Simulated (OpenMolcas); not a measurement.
# A ladder of methods for BHCl2 (SMILES ClBCl)

BHCl2 has 4 atoms, charge 0, and is taken as a singlet. SMILES: `ClBCl`. The coordinates come from a GFN2-xTB relaxation.

```xyz
4

Cl   -1.4971   -0.6691   -0.0161
B     0.0102    0.1176   -0.0552
Cl    1.3688   -0.5986    0.6748
H     0.1182    1.1501   -0.6036
```

Each level gives the energy change with the Cl1–B2 bond stretched from 1.701 to 2.126 Å (eV). The values are calculated.

```json
{"level": "HF/STO-3G (restricted)", "kind": "Hartree–Fock", "program": "OpenMolcas", "value (eV)": "1.15", "less FCI/STO-3G": "+0.24", "CPU time (all runs)": "3.5 s"}
{"level": "SVWN5/STO-3G (restricted)", "kind": "LDA", "program": "OpenMolcas", "value (eV)": "1.10", "less FCI/STO-3G": "+0.19", "CPU time (all runs)": "6.7 s"}
{"level": "PBE/STO-3G (restricted)", "kind": "GGA", "program": "OpenMolcas", "value (eV)": "0.92", "less FCI/STO-3G": "+0.01", "CPU time (all runs)": "7.7 s"}
{"level": "M06-2X/STO-3G (restricted)", "kind": "hybrid meta-GGA", "program": "OpenMolcas", "value (eV)": "1.10", "less FCI/STO-3G": "+0.19", "CPU time (all runs)": "8.3 s"}
{"level": "PBE0/STO-3G (restricted)", "kind": "global hybrid", "program": "OpenMolcas", "value (eV)": "1.07", "less FCI/STO-3G": "+0.16", "CPU time (all runs)": "7.3 s"}
{"level": "MP2/STO-3G (restricted)", "kind": "perturbation theory", "program": "OpenMolcas", "value (eV)": "1.02", "less FCI/STO-3G": "+0.11", "CPU time (all runs)": "3.4 s"}
{"level": "ACPF/STO-3G (restricted)", "kind": "coupled cluster or CI", "program": "OpenMolcas", "value (eV)": "0.91", "less FCI/STO-3G": "0.00", "CPU time (all runs)": "3.6 s"}
{"level": "FCI/STO-3G", "kind": "exact in the basis", "program": "OpenMolcas", "value (eV)": "0.91", "less FCI/STO-3G": "0.00", "CPU time (all runs)": "3.4 min"}
```

FCI/STO-3G is exact within its basis and frozen core, so for wave-function methods in that basis the difference is their error; functionals converge differently with the basis, so for them it is only a difference. The first shape isn't each level's own minimum. The values span 0.91 to 1.15 eV. All rows use very small basis sets, so even the best lies far from the true value. CPU times are rough (shared hosts, several kinds of processor): they show what a rung costs within a factor of a few.

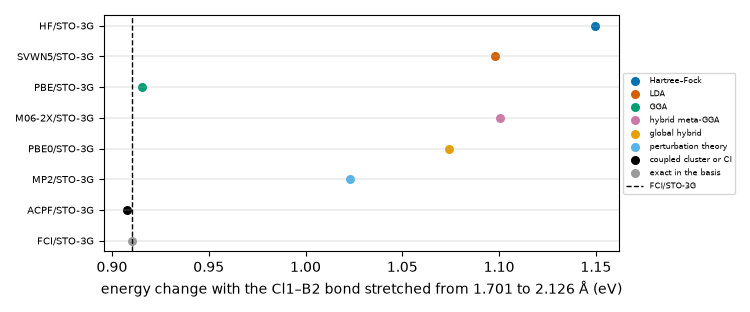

The values of the table, level by level.
